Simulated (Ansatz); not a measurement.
**Run report: Ni, geometry relaxation (part 3 of 3)**

The same run, continued: Ni (slab, 4 atoms in the cell); DFT, PBE, PAW with Ansatz's default frozen-core files, scalar-relativistic, spin-polarised (Ansatz 0.2.0); cutoff 420 eV, 15×10×1 k-mesh, Fermi–Dirac smearing of 0.05 eV, collinear spins. It belongs to a series of runs on one base structure; here: atoms relaxed, PAW files.

Geometry of the input (Å; fractional positions):
```
2.4880  0.0000  0.0000
0.0000  3.5186  0.0000
0.0000  0.0000  16.7321
Ni 0.2500  0.2500  0.3885
Ni 0.7500  0.7500  0.4628
Ni 0.2500  0.2500  0.5372
Ni 0.7500  0.7500  0.6115
```

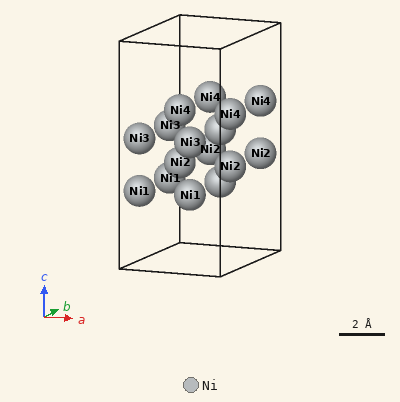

Figure 1. The geometry at step 5 of the log (spheres-only view of the 2 × 2 repeat of the cell, with the vacuum cut short, seen slightly off an axis; atoms are numbered from 1 in the order of the input).

## Trajectory as extended XYZ, continued
```
4
Lattice="2.4880 0.0000 0.0000 0.0000 3.5186 0.0000 0.0000 0.0000 16.7321" Properties=species:S:1:pos:R:3:forces:R:3 step=4 energy=-23356.36582
Ni    0.6220    0.8797    6.6035    0.0000   0.0000   0.0086
Ni    1.8660    2.6390    7.7012    0.0000   0.0000   0.0310
Ni    0.6220    0.8797    9.0309    0.0000   0.0000  -0.0310
Ni    1.8660    2.6390   10.1286    0.0000   0.0000  -0.0087
4
Lattice="2.4880 0.0000 0.0000 0.0000 3.5186 0.0000 0.0000 0.0000 16.7321" Properties=species:S:1:pos:R:3:forces:R:3 step=5 energy=-23356.36595
Ni    0.6220    0.8797    6.6043    0.0000   0.0000   0.0002
Ni    1.8660    2.6390    7.7052    0.0000   0.0000   0.0009
Ni    0.6220    0.8797    9.0269    0.0000   0.0000  -0.0009
Ni    1.8660    2.6390   10.1278    0.0000   0.0000  -0.0002
```

## Summary

```csv
quantity,value
outcome,converged
electrons treated,72
free energy,−23356.3660 eV
Fermi energy,2.336 eV
net moment of the cell,2.85 μB
integrated absolute moment,3.25 μB
final volume,146.48 Å³
largest force (length of the vector) at the end,0.001 eV/Å
hardware,"2 threads of Arm Neoverse V2, 24 GiB of memory available, shared host"
wall time,3.1 min (CPU time 6.2 min)
peak memory,0.7 GiB
```

The program warns: the SCF threshold is looser than advised for the printed stress; the density in the vacuum is higher than it should be, so vacuum levels may be off.
